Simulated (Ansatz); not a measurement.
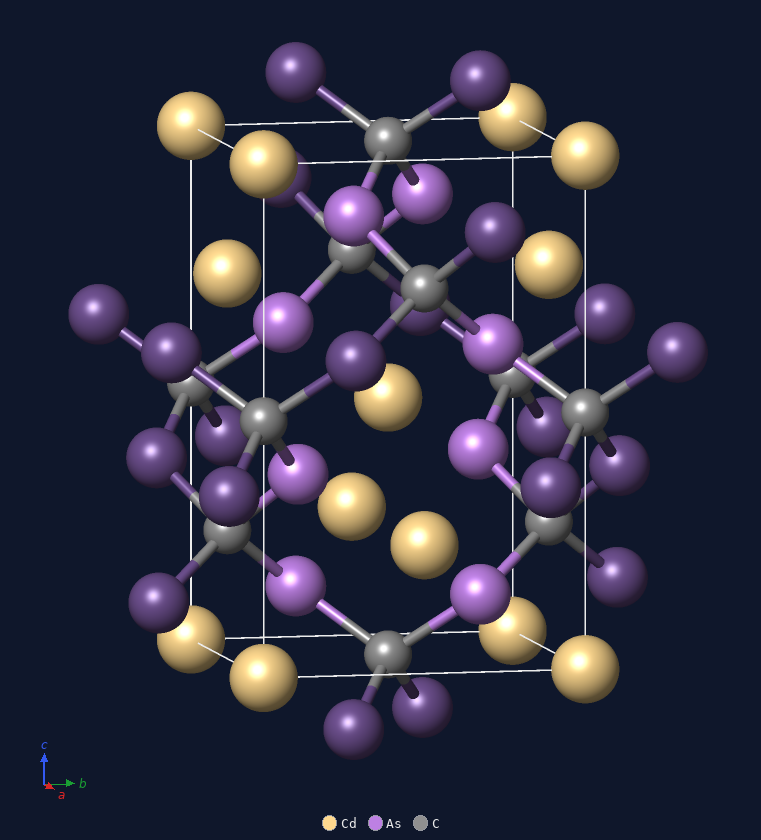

Drawn in the ball-and-stick manner and seen slightly off an axis. The lines enclose the conventional unit cell; boundary atoms appear with their images. Neighbours across the faces are drawn wherever a bond reaches them, in fainter colours.

CdAs$_{2}$C, chalcopyrite, space group I-42d (No. 122), a = 5.736 Å, b = 5.736 Å, c = 9.000 Å, α = 90.00°, β = 90.00°, γ = 90.00°. The structure comes from a structure type filled with these elements by a generator (whether the compound takes this form wasn't checked). Earlier steps of the study may have refined or changed the cell and positions. It went into a calculation with Ansatz.

This one geometry was computed with Ansatz (DFT, plane waves, PAW) at five levels of theory: PBE with spin-orbit coupling, r2SCAN, PBE0, PBE and HSE06. It was relaxed beforehand with r2SCAN.

Question: Which level gives the highest pressure at this volume, and what does that say about its equilibrium volume?

Answer: Highest: PBE with spin-orbit coupling (2.2 GPa) and PBE (2.2 GPa), which points to the largest equilibrium volume. Lowest, with the smallest volume: PBE0 (-1.2 GPa) and HSE06 (-1.0 GPa). Levels within 0.5 GPa of each other can't be told apart.

Question: How does the band gap change with the level of theory?

Answer: PBE with spin-orbit coupling: a gap of 0.18 eV, direct; PBE: a gap of 0.20 eV, direct; r2SCAN: a gap of 0.39 eV, direct; HSE06: a gap of 0.69 eV, direct; PBE0: a gap of 1.33 eV, direct.

Question: Collect the results in a table.

Answer:
| level | cutoff (eV) | k-mesh of the run's cell | gap (eV) | pressure (GPa) |
| --- | --- | --- | --- | --- |
| PBE with spin-orbit coupling | 420 | 6×6×6 | 0.18 | 2.2 |
| r2SCAN | 500 | 6×6×6 | 0.39 | 0.0 |
| PBE0 | 420 | 4×4×4 | 1.33 | -1.2 |
| PBE | 420 | 6×6×6 | 0.20 | 2.2 |
| HSE06 | 420 | 4×4×4 | 0.69 | -1.0 |

Gaps are taken on the k-mesh or band path of each run.
